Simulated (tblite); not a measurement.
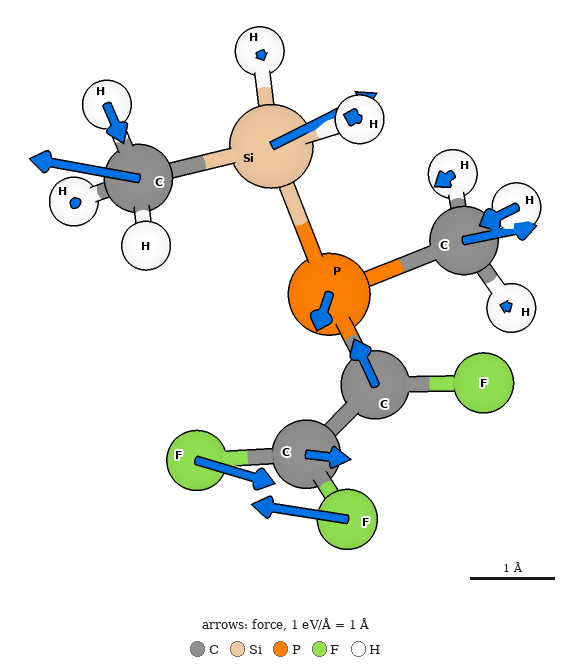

Starting geometry of C4H8F3PSi with the computed forces as blue arrows. The picture is a ball-and-stick view, seen at a tilt.

These are results of tblite 0.8.0, GFN2-xTB geometry optimisation, gas phase, not measurements. 

### Is this structure relaxed? If not, where do the atoms go?

It isn't relaxed: the largest force vector, on a C atom, is 1.55 eV/Å. The final displacements follow the starting forces only in part (cosine between the two patterns 0.30). An F atom moves most after the best rigid fit: 0.25 Å. Largest moves by element: F 0.25 Å, H 0.11 Å, Si 0.10 Å, C 0.08 Å, P 0.04 Å. Among the contacts that change: C–Si 1.840 → 1.895 Å, P–Si 2.233 → 2.266 Å, C–F 1.358 → 1.328 Å, C–H 1.107 → 1.085 Å. Bond angles that change, for instance: C–C–F 118.9° → 127.5°, F–C–F 119.1° → 110.9°, P–Si–H 107.6° → 112.7°. Over 83 geometry steps the energy falls by 5.12 kcal/mol. Cost: 0.54 s on 1 thread of Intel(R) Xeon(R) 6975P-C (shared host).
